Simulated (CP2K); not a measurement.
**C2H6ClGeN (SMILES [H]/N=[C](/Cl)[GeH2][CH3]) at AM1**

What is the energy difference between two shapes of C2H6ClGeN at AM1? 

The results are computed with CP2K 2026.2.

3 further runs of the same task are left out: 1 that didn't finish, 2 set aside as unsound or not needed.

## 1. Starting point

The species is C2H6ClGeN (11 atoms), meant as a singlet with charge 0. SMILES: `[H]/N=[C](/Cl)[GeH2][CH3]`. Geometry: a rough force-field guess. This is one conformer, not always the lowest.

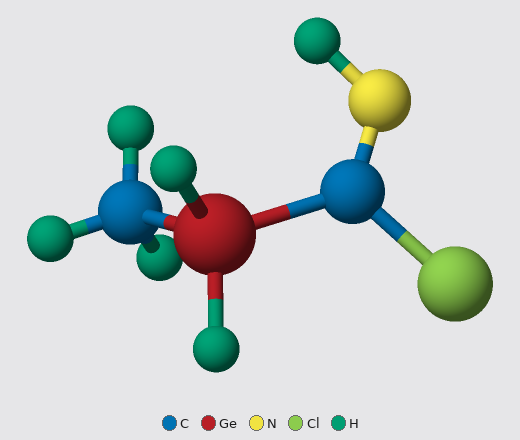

Viewed from a chosen angle; carbon blue, germanium red, nitrogen yellow, chlorine green, hydrogen teal.

## 2. Energy and gradient at AM1

Input file qs.inp:

```
&GLOBAL
  PROJECT qs
  RUN_TYPE ENERGY_FORCE
  PRINT_LEVEL MEDIUM
&END GLOBAL
&FORCE_EVAL
  METHOD QS
  &DFT
    CHARGE 0
    MULTIPLICITY 1
    &QS
      METHOD AM1
      EPS_DEFAULT 1.0E-10
      &SE
        &COULOMB
          CUTOFF [angstrom] 50
          RC_RANGE [angstrom] 0
        &END COULOMB
        &EXCHANGE
          CUTOFF [angstrom] 50
          RC_RANGE [angstrom] 0
        &END EXCHANGE
      &END SE
    &END QS
    ! cluster boundary conditions
    &POISSON
      PERIODIC NONE
      POISSON_SOLVER ANALYTIC
    &END POISSON
    &SCF
      SCF_GUESS ATOMIC
      EPS_SCF 1.0E-06
      MAX_SCF 100
      ADDED_MOS 4
      &DIAGONALIZATION
        ALGORITHM STANDARD
      &END DIAGONALIZATION
      &MIXING
        METHOD DIRECT_P_MIXING
        ALPHA 0.4
      &END MIXING
    &END SCF
    ! extra output
    &PRINT
      &MOMENTS
        PERIODIC F
        REFERENCE COM
        MAX_MOMENT 1
      &END MOMENTS
      &MO ON
        ENERGIES T
        OCCUPATION_NUMBERS T
        NDIGITS 6
        &EACH
          QS_SCF 0
        &END EACH
        ADD_LAST NUMERIC
      &END MO
      &HIRSHFELD OFF
      &END HIRSHFELD
    &END PRINT
  &END DFT
  ! structure
  &SUBSYS
    ! box in angstrom
    &CELL
      ABC [angstrom] 14.8 13.3 14
      PERIODIC NONE
    &END CELL
    &COORD
      C     -1.317900     0.151400    -0.830300
      Ge     0.321000    -0.677800    -0.442100
      C      1.254500     0.370100     0.844600
      N      0.861700     0.605200     2.014200
      Cl     2.866000     1.009900     0.432400
      H     -1.172100     1.227200    -1.246500
      H     -1.943000     0.278000     0.089300
      H     -1.881900    -0.384200    -1.601200
      H      1.168200    -0.773700    -1.696800
      H      0.056100    -2.088000     0.154700
      H     -0.147200     0.225000     2.302500
    &END COORD
    &TOPOLOGY
      &CENTER_COORDINATES
      &END CENTER_COORDINATES
    &END TOPOLOGY
  &END SUBSYS
  ! extra output
  &PRINT
    &FORCES ON
    &END FORCES
  &END PRINT
&END FORCE_EVAL
```

The run is started by

```sh
OMP_NUM_THREADS=1 cp2k.psmp qs.inp > qs.out
```

The log of the run:

```text
CP2K| version string:                                       CP2K version 2026.2
[...]
 GLOBAL| Method name                                                        CP2K
[...]
 GLOBAL| Run type                                                   ENERGY_FORCE
[...]
                             - Atoms:                                         11
[...]
                             - Spherical basis functions:                     26
[...]
 Number of electrons:                                                         30
[...]
     1 P_Mix/Diag. 0.40E+00    0.0     0.81138738       -30.2273092670 -3.02E+01
[...]
    21 DIIS/Diag.  0.54E-06    0.0     0.00000098       -36.7673553879 -6.34E-12
  *** SCF run converged in    21 steps ***
  Core-core repulsion energy [eV]:                           1990.31577170542209
  Core Hamiltonian energy [eV]:                             -1578.40577804499708
  Two-electron integral energy [eV]:                        -2824.80122902438370
  Electronic energy [eV]:                                   -2990.80639255718916
  Total energy [eV]:                                        -1000.49062085176695
  Atomic reference energy [eV]:                              1001.74028134815183
  Heat of formation [kcal/mol]:                                28.81785793375186
[...]
 SE_DIPOLE| Moment [Debye]          2.60013597       1.64167377       1.39881253
 SE_DIPOLE| Derivative [a.u.]       0.00000000       0.00000000       0.00000000
 ENERGY| Total FORCE_EVAL ( QS ) energy [hartree]            -36.767355387946395
 FORCES| Atomic forces [hartree/bohr]
 FORCES|   Atom     x               y               z               |f|
 FORCES|      1 -2.50328782E-02  5.10301422E-02 -6.56925098E-03   5.72177898E-02
 FORCES|      2  1.60301647E-02 -2.83402310E-02 -1.33239804E-02   3.51804396E-02
 FORCES|      3  3.11692522E-02  1.39609775E-02  7.97197032E-04   3.41623579E-02
 FORCES|      4 -6.97763633E-02 -1.34734535E-02  4.71208898E-02   8.52681246E-02
 FORCES|      5 -1.81513221E-02 -9.71911691E-03 -3.49769775E-03   2.08845784E-02
 FORCES|      6  1.29158520E-03 -2.58242453E-02  1.01293645E-02   2.77698373E-02
 FORCES|      7  3.72427811E-03 -4.59202423E-03 -4.24055122E-03   7.27593352E-03
 FORCES|      8 -3.50372889E-03 -7.84906416E-03 -3.48314631E-03   9.27449365E-03
 FORCES|      9  2.44662233E-03 -3.66233088E-04 -6.71817717E-03   7.15918934E-03
 FORCES|     10  3.00417164E-05  3.45616526E-03  1.89944076E-04   3.46151116E-03
 FORCES|     11  6.17723482E-02  2.17170832E-02 -2.04045915E-02   6.85842697E-02
 FORCES| Sum     1.38777878E-17 -8.25728375E-16  1.87350135E-15
 FORCES| Total atomic force                                       2.04744408E-15
[...]
```

Run time: 0.22 s. Hardware: 1 thread of Arm Neoverse V2, shared host.

## 3. The distorted shape at the same level

Input file job.inp:

```
&GLOBAL
   PROJECT job
   RUN_TYPE ENERGY_FORCE
   PRINT_LEVEL MEDIUM
&END
&FORCE_EVAL
   METHOD Quickstep
   &DFT
      CHARGE 0
      MULTIPLICITY 1
      &QS
         METHOD AM1
         EPS_DEFAULT 1.0E-10
         &SE
            &COULOMB
               CUTOFF [angstrom] 50
               RC_RANGE [angstrom] 0
            &END
            &EXCHANGE
               CUTOFF [angstrom] 50
               RC_RANGE [angstrom] 0
            &END
         &END
      &END
      ! no periodic images
      &POISSON
         PERIODIC NONE
         POISSON_SOLVER ANALYTIC
      &END
      ! SCF settings
      &SCF
         SCF_GUESS ATOMIC
         EPS_SCF 1.0E-06
         MAX_SCF 100
         ADDED_MOS 4
         &DIAGONALIZATION
            ALGORITHM STANDARD
         &END
         &MIXING
            METHOD DIRECT_P_MIXING
            ALPHA 0.4
         &END
      &END
      &PRINT
         &MOMENTS
            PERIODIC F
            REFERENCE COM
            MAX_MOMENT 1
         &END
         &MO ON
            ENERGIES T
            OCCUPATION_NUMBERS T
            NDIGITS 6
            &EACH
               QS_SCF 0
            &END
            ADD_LAST NUMERIC
         &END
         &HIRSHFELD OFF
         &END
      &END
   &END
   &SUBSYS
      &CELL
         ABC [angstrom] 15 13.3 13.8
         PERIODIC NONE
      &END
      &COORD
         C     -1.353092     0.109213    -0.817962
         Ge     0.290093    -0.741180    -0.548322
         C      1.281274     0.402348     0.869458
         N      0.767538     0.702000     2.023442
         Cl     2.970175     1.007353     0.372690
         H     -1.214974     1.308900    -1.324647
         H     -2.018297     0.342442     0.174414
         H     -1.832671    -0.458785    -1.550279
         H      1.322632    -0.664386    -1.486945
         H     -0.042410    -1.992792     0.109979
         H     -0.232919     0.229108     2.242229
      &END
      &TOPOLOGY
         &CENTER_COORDINATES
         &END
      &END
   &END
   &PRINT
      &FORCES ON
      &END
   &END
&END
```

The run is started by

```sh
OMP_NUM_THREADS=1 cp2k.psmp -i job.inp > job.out 2>&1
```

The log of the run:

```text
CP2K| version string:                                       CP2K version 2026.2
[...]
 GLOBAL| Method name                                                        CP2K
[...]
 GLOBAL| Run type                                                   ENERGY_FORCE
[...]
                             - Atoms:                                         11
[...]
                             - Spherical basis functions:                     26
[...]
 Number of electrons:                                                         30
[...]
     1 P_Mix/Diag. 0.40E+00    0.0     0.81677234       -30.3587278404 -3.04E+01
[...]
    23 DIIS/Diag.  0.16E-06    0.0     0.00000041       -36.7169708854 -2.32E-12
  *** SCF run converged in    23 steps ***
  Core-core repulsion energy [eV]:                           1948.19835353711255
  Core Hamiltonian energy [eV]:                             -1574.48651525599803
  Two-electron integral energy [eV]:                        -2745.66285418531197
  Electronic energy [eV]:                                   -2947.31794234865401
  Total energy [eV]:                                         -999.11958881154146
  Atomic reference energy [eV]:                              1001.74028134815183
  Heat of formation [kcal/mol]:                                60.43461038142659
[...]
 SE_DIPOLE| Moment [Debye]          2.84460410       2.03483140       1.86985967
 SE_DIPOLE| Derivative [a.u.]       0.00000000       0.00000000       0.00000000
 ENERGY| Total FORCE_EVAL ( QS ) energy [hartree]            -36.716970885360496
 FORCES| Atomic forces [hartree/bohr]
 FORCES|   Atom     x               y               z               |f|
 FORCES|      1 -2.07404728E-02  1.22517747E-01  2.70218216E-02   1.27165028E-01
 FORCES|      2  2.09046818E-02  2.77404561E-02  5.11859542E-02   6.18590376E-02
 FORCES|      3 -4.75999808E-03  1.21833345E-02  3.11613631E-02   3.37952921E-02
 FORCES|      4 -2.09608942E-02 -3.64049379E-02 -3.74425972E-02   5.62727880E-02
 FORCES|      5 -5.72846813E-02 -1.78770674E-02  1.97773268E-02   6.31843881E-02
 FORCES|      6 -5.76442658E-03 -7.47134667E-02  3.16140621E-02   8.13312956E-02
 FORCES|      7  3.25812573E-02 -1.72276165E-02 -4.76232169E-02   6.02187668E-02
 FORCES|      8 -2.98288002E-02 -2.04186021E-02 -2.52074732E-02   4.40691881E-02
 FORCES|      9  2.50305659E-02 -2.32474992E-03 -3.95066962E-02   4.68264106E-02
 FORCES|     10 -3.66193356E-03 -2.39735904E-02  8.95274476E-03   2.58513913E-02
 FORCES|     11  6.44847018E-02  3.04984936E-02 -1.99332892E-02   7.40659901E-02
 FORCES| Sum     1.80411242E-15 -3.88578059E-16  2.77555756E-17
 FORCES| Total atomic force                                       1.84569361E-15
[...]
```

Wall time 0.22 s (1 thread of Arm Neoverse V2, shared host).

## 4. Outcome

At AM1:

| quantity | value |
| --- | --- |
| first shape: total energy | -36.76736 Eh |
| first shape: dipole moment | 3.38 D |
| first shape: HOMO energy | -10.20 eV |
| first shape: LUMO energy | -0.04 eV |
| first shape: HOMO–LUMO gap | 10.16 eV |
| first shape: heat of formation at this unrelaxed shape | 28.8 kcal/mol |
| first shape: largest force on an atom | 4.385 eV/Å |
| distorted shape: total energy | -36.71697 Eh |
| distorted shape: dipole moment | 3.97 D |
| distorted shape: HOMO energy | -9.93 eV |
| distorted shape: LUMO energy | -0.65 eV |
| distorted shape: HOMO–LUMO gap | 9.28 eV |
| distorted shape: heat of formation at this unrelaxed shape | 60.4 kcal/mol |
| distorted shape: largest force on an atom | 6.539 eV/Å |
| energy change with the atoms displaced | 1.371 eV |

**Reading.** With the atoms displaced the energy rises by 1.37 eV (32 kcal/mol). The first shape isn't relaxed at this level, so the change isn't measured from a minimum. The largest force (first shape) is 4.38 eV/Å: the shape isn't a stationary point for this species at this level.
